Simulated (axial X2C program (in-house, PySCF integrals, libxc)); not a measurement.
Relativistic diatomic calculation, with input and output: SnS

System: SnS. The reference is closed-shell SnS; the roots are vertical excitation energies. The distance is the PBE0 minimum at charge 0.
Method: EOM-EE-CCSD, two-component X2C with atomic mean-field Coulomb and Gaunt terms, Sn dyall-acv3z, S dyall-av3z (cores contracted) (axial X2C program (in-house, PySCF integrals, libxc)).

**Summary**

```
                                                                                                         quantity                                                                  value
                                                                                                          outcome                                                              converged
                                                                                   HF energy of the reference SnS                                                    −6569.86384 hartree
                                                                                  MP2 energy of the reference SnS                                                    −6570.11856 hartree
CCSD energy of the reference SnS (with the MP2 share of the virtual spinors left out of the coupled-cluster step)                                                    −6570.13699 hartree
                                                                              CCSD(T) energy of the reference SnS                                                    −6570.15182 hartree
                                         T1 diagnostic (spinor form; for a closed shell √2 times the usual value)                                                                  0.038
                                                                                                         hardware  1 thread of Arm Neoverse V2, 128 GiB of memory available, shared host
                                                                                                        wall time                                                                   25 s
                                                                                                      peak memory                                                               0.68 GiB
```

**The input**
```
{"zs": [50, 16], "q": 0, "bas": ["dyall-acv3z", "dyall-av3z"], "r0": 2.24, "eom": "ee", "thr": -1.0, "nmax": 88}
```

The line is the task of a batch: nuclear charges, charge, bases, a first guess of the distance and further settings. This report covers the levels named above. The log is that of the reference distance 2.212 Å.

Launched within a batch (the task file carries these settings):
```bash
python <driver script> task.json out
```

**Output**
```
two-component X2C + atomic mean field  HF
basis functions 207  fitting functions 1045  grid points 5082
iter        total energy     max residual
   1      -6567.455718105     2.94e+00
   2      -6569.849792771     3.65e-02
   3      -6569.861065699     9.74e-03
   4      -6569.863717093     1.30e-03
   5      -6569.863818224     5.16e-04
   6      -6569.863833370     3.99e-04
   7      -6569.863839708     1.66e-04
   8      -6569.863842426     6.67e-05
   9      -6569.863842823     1.50e-05
  10      -6569.863842841     7.25e-06
  11      -6569.863842848     4.74e-06
  12      -6569.863842851     2.43e-06
  13      -6569.863842852     4.48e-07
converged
one-electron -9416.23698256  Coulomb 2847.63772183  exact exchange -189.06907260  xc functional 0.00000000  nuclear repulsion 191.38416308  atomic mean-field constant -3.57967260
correlated 10  virtual 290  natural virtual 88  E(MP2) -0.254720419  MP2 remainder -0.028004377
iter   CCSD correlation   residual
   1     -0.234478897   1.58e-01
   2     -0.241769471   7.34e-02
   3     -0.244982564   3.02e-02
   4     -0.245039449   1.03e-02
   5     -0.245122682   4.35e-03
   6     -0.245133824   1.49e-03
   7     -0.245134810   5.01e-04
   8     -0.245140073   2.36e-04
   9     -0.245138534   1.34e-04
  10     -0.245138993   7.10e-05
  11     -0.245138094   3.60e-05
  12     -0.245138049   1.32e-05
  13     -0.245137986   5.13e-06
  14     -0.245137990   2.20e-06
(T) -0.014830005037956687  T1 0.0380  D1 0.0563  max T2 0.050
EOM-EE-CCSD roots
2*Omega      energy/Eh   energy/eV  one-particle weight
    0       0.10000395      2.7212      0.932
    0       0.10517682      2.8620      0.944
    0       0.10523301      2.8635      0.944
    0       0.12407219      3.3762      0.901
    0       0.12534493      3.4108      0.907
    2       0.09936249      2.7038      0.930
    2       0.10870363      2.9580      0.940
    2       0.11048786      3.0065      0.929
    2       0.12536328      3.4113      0.903
    4       0.11183224      3.0431      0.918
    4       0.11407344      3.1041      0.943
    4       0.12861626      3.4998      0.895
    6       0.11810388      3.2138      0.920
```

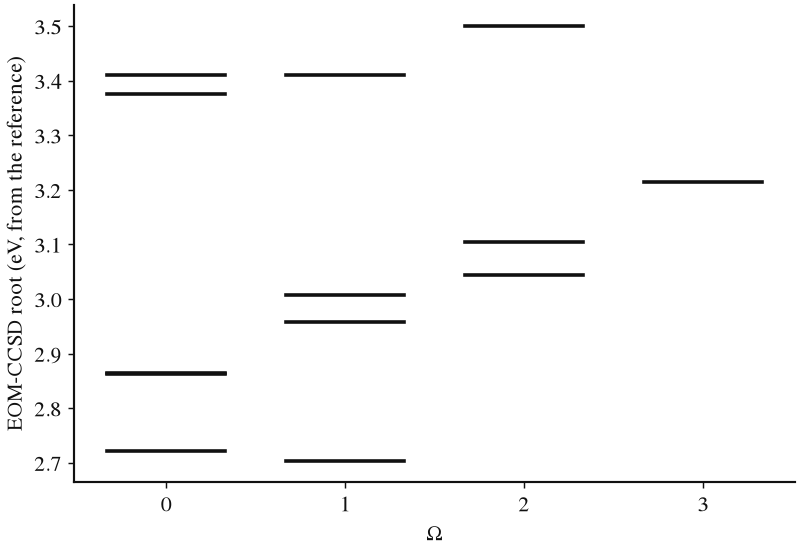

*EOM-CCSD roots by Ω at 2.21 Å.*

The lowest has Ω = 1 and lies at 2.704 eV, with one-particle weight 0.93.
